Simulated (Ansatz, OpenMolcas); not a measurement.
# A ladder of methods for CH5BFN (SMILES CB(N)F)

CH5BFN: 9 atoms, total charge 0, spin state singlet. As SMILES, `CB(N)F`. Geometry: relaxed at PBE0-D4/def2-TZVP.

Quantity: the vertical ionisation energy (to the doublet cation), in eV. The values are calculated.

| level | kind | program | value (eV) | CPU time (all runs) |
| --- | --- | --- | --- | --- |
| HF/cc-pVDZ | Hartree–Fock | OpenMolcas | 9.41 | 17 s |
| SVWN5/cc-pVDZ | LDA | Ansatz | 10.64 | 13 s |
| revPBE/cc-pVDZ | GGA | OpenMolcas | 10.40 | 2.7 min |
| TPSS/cc-pVDZ | meta-GGA | OpenMolcas | 10.38 | 4.3 min |
| BHLYP/cc-pVDZ | global hybrid | Ansatz | 10.53 | 17 s |
| M06-2X/cc-pVDZ | hybrid meta-GGA | OpenMolcas | 10.83 | 2.6 min |
| wB97M-V/cc-pVDZ | range-separated hybrid | Ansatz | 10.72 | 2.8 min |
| PBE-QIDH/cc-pVDZ | double hybrid | Ansatz | 10.68 | 21 s |
| RPA@PBE0/cc-pVDZ | RPA | Ansatz | 10.62 | 36 s |

The values span 9.41 to 10.83 eV. CPU times are rough (shared hosts, several kinds of processor): they show what a rung costs within a factor of a few.

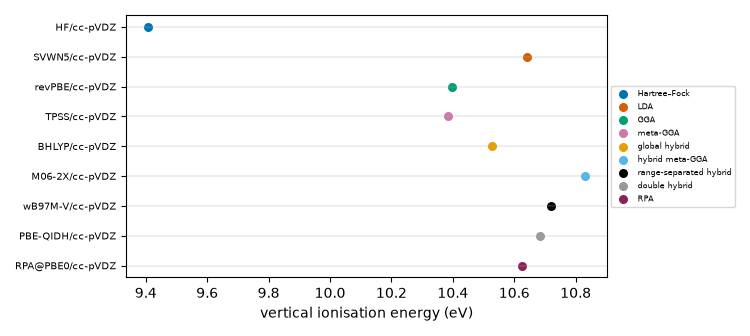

The values of the table, level by level.
